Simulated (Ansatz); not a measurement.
# RPA@PBE0/def2-SVP (core potential) run of C2H6FIn (SMILES C[CH](F)[InH2])

Aim: the electronic atomisation energy of C2H6FIn at RPA@PBE0/def2-SVP (core potential), from 5 runs. 

The results are computed with Ansatz 0.2.0.

65 further runs of the same task are left out: 65 set aside as unsound or not needed.

## (1) The system as given

C2H6FIn has 10 atoms, charge 0, and is taken as a singlet. As SMILES, `C[CH](F)[InH2]`. Geometry: relaxed at PBE0-D4/def2-TZVP.

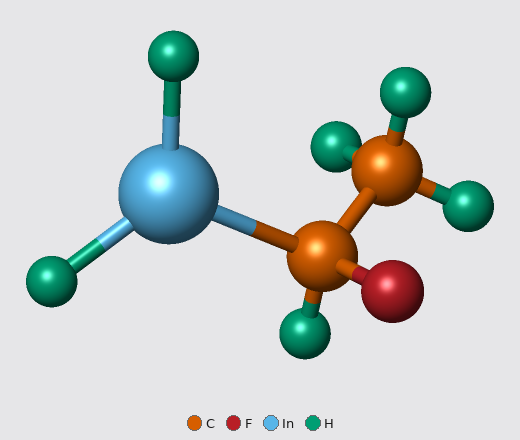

Viewed from a chosen angle; carbon orange, fluorine red, indium blue, hydrogen teal.

## (2) The energy at RPA@PBE0/def2-SVP (core potential)

Input file run.yaml:

```yaml
crystal:
  periodic: [false, false, false]
  atoms:
    - {symbol: C, position_ang: [-0.140800, 1.253600, -0.575200]}
    - {symbol: C, position_ang: [0.633800, 0.180000, 0.137200]}
    - {symbol: F, position_ang: [0.870200, 0.597100, 1.467800]}
    - {symbol: In, position_ang: [-0.385200, -1.745500, 0.423800]}
    - {symbol: H, position_ang: [0.391300, 2.210500, -0.541500]}
    - {symbol: H, position_ang: [-1.131900, 1.397600, -0.139100]}
    - {symbol: H, position_ang: [-0.271900, 0.979300, -1.626600]}
    - {symbol: H, position_ang: [1.621200, 0.055100, -0.315800]}
    - {symbol: H, position_ang: [-2.079900, -1.696200, 0.762700]}
    - {symbol: H, position_ang: [0.493100, -3.231500, 0.406600]}
basis:
  gaussian:
    orbitals: def2-SVP
accuracy: high
correlation:
  method: rpa
  frozen_orbitals: {C: 1, F: 1, H: 0, In: 4}
hamiltonian:
  xc: pbe0
```

On the command line:

```console
$ ansatz run run.yaml --threads 1 --pin off --max-ram 3480MiB --events-out events.jsonl --progress --plain --runs-dir runs
```

Standard output:

```text
Warning: RAYON_NUM_THREADS=1 ignored (pool sized by the plan → 1); use --threads N
Functional definition: PBE0
  name "PBE0"
  parameter a = 0.25
  parameter kappa = 0.804
  parameter beta = 0.06672455060314922
  exchange = (1 - a)*pbe_x(kappa = kappa, mu = beta*pi^2/3) + a*exact_x
  correlation = pbe_c(beta = beta)
2448 factors; integrals over basis functions are off by at most 3.5e-9 eV
mean field evaluation 1: about -10047.4152 eV, gradient 4.3e1 eV
mean field evaluation 2: about -10047.6158 eV, gradient 4.3e1 eV
mean field evaluation 4: about -10052.0846 eV, gradient 4.9e0 eV
mean field evaluation 8: about -10052.1545 eV, gradient 3.9e-1 eV
mean field evaluation 16: about -10052.1549 eV, gradient 4.2e-5 eV
mean field -10052.15489747 eV, -369.4098788868 hartree, gradient 9.4e-8 eV, S^2 0.000000; 0 other end points of the search recorded, 0 dependent functions left out
7 core orbitals not correlated: weight in the atoms' cores, before any rotation towards them, 1.000 or more for the frozen orbitals, at most 0.000 for the correlated occupied ones
reference -10004.38268678 eV, -367.6542825250 hartree; 17, 17 occupied and 74, 74 virtual orbitals, 2448 factors
Total energy: -10027.42399924 eV, -368.5010351401 hartree
```

Run time: 18 s. Hardware: 1 thread of Arm Neoverse V2, shared host; peak memory 0.58 GiB.

## (3) The C atom

Input file job.yaml:

```yaml
crystal:
  periodic: [false, false, false]
  atoms:
    - {symbol: C, position_ang: [0.000000, 0.000000, 0.000000]}
basis:
  gaussian:
    orbitals: def2-SVP
magnetization:
  spin_polarized: true
  initial_magnetization: 2
hamiltonian:
  xc: {name: PBE0}
correlation:
  method: rpa
  frozen_orbitals: {C: 1}
accuracy: high
```

Run the same way, it converges to -37.75267 Eh (log not shown).

## (4) The F atom

Input file molecule.yaml:

```yaml
crystal:
  periodic: [false, false, false]
  atoms:
    - {symbol: F, position_ang: [0.000000, 0.000000, 0.000000]}
basis:
  gaussian:
    orbitals: def2-SVP
magnetization:
  spin_polarized: true
  initial_magnetization: 1
hamiltonian:
  xc: pbe0
correlation:
  method: rpa
  frozen_orbitals: {F: 1}
accuracy: high
```

Run the same way, it converges to -99.49082 Eh (log not shown).

## (5) The H atom

Input file job.yaml:

```yaml
basis:
  gaussian:
    orbitals: def2-SVP
crystal:
  periodic: [false, false, false]
  atoms:
    - {symbol: H, position_ang: [0.000000, 0.000000, 0.000000]}
magnetization:
  spin_polarized: true
  initial_magnetization: 1
hamiltonian:
  xc: pbe0
correlation:
  method: rpa
  frozen_orbitals: {H: 0}
accuracy: high
```

Run the same way, it converges to -0.51113 Eh (log not shown).

## (6) The In atom at the same level

Input file in.yaml:

```yaml
basis:
  gaussian:
    orbitals: def2-SVP
crystal:
  periodic: [false, false, false]
  atoms:
    - {symbol: In, position_ang: [0.000000, 0.000000, 0.000000]}
magnetization:
  spin_polarized: true
  initial_magnetization: 1
hamiltonian:
  xc: {name: PBE0}
correlation:
  method: rpa
  frozen_orbitals: {In: 4}
accuracy: high
```

Run the same way, it converges to -189.29457 Eh (log not shown).

## (7) What came out

At RPA@PBE0/def2-SVP (core potential), 7 core orbitals frozen:

```
                                  quantity          value
                    molecule: total energy  -368.50104 Eh
molecule: RPA correlation energy (valence)     -846.8 mEh
                      C atom: total energy   -37.75267 Eh
  C atom: RPA correlation energy (valence)     -108.7 mEh
 C atom: ⟨S²⟩ of the reference determinant          2.002
                      F atom: total energy   -99.49082 Eh
  F atom: RPA correlation energy (valence)     -207.7 mEh
 F atom: ⟨S²⟩ of the reference determinant          0.751
                      H atom: total energy    -0.51113 Eh
            H atom: RPA correlation energy      -11.9 mEh
 H atom: ⟨S²⟩ of the reference determinant          0.750
                     In atom: total energy  -189.29457 Eh
 In atom: RPA correlation energy (valence)      -94.8 mEh
In atom: ⟨S²⟩ of the reference determinant          0.753
             electronic atomisation energy      31.117 eV
```

**Reading.** Taking the molecule apart into free atoms costs 31.12 eV (3002 kJ/mol), before zero-point energy and without spin-orbit coupling.
